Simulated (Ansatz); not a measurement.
The starting structures come from a database of crystals and need not be the phases stable at ambient conditions.

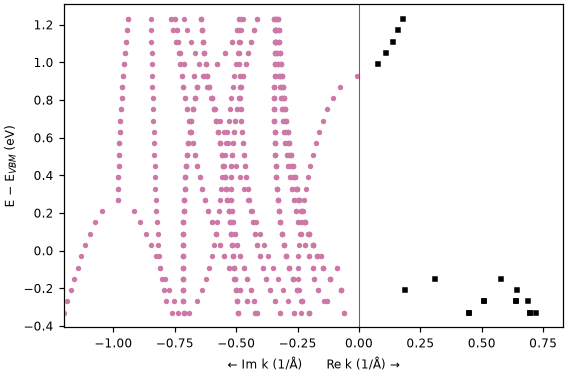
*Complex bands at the centre of the two-dimensional zone; r2SCAN run with Ansatz (a first-principles code)*

The gap is the functional's own. No spin-orbit coupling. Mid-gap values are interpolated on the energy grid.

Q: This is RuS₂ (Pa-3, not sure to be the ambient phase, 12 atoms a cell, 14.9 Å³ an atom) along the normal of (111). Read off the slowest decay at the centre of the two-dimensional zone at 0.45 eV, the computed energy nearest the middle of the gap.

A: κ ≈ 0.20 1/Å, a decay length 1/(2κ) of the density of 2.5 Å.
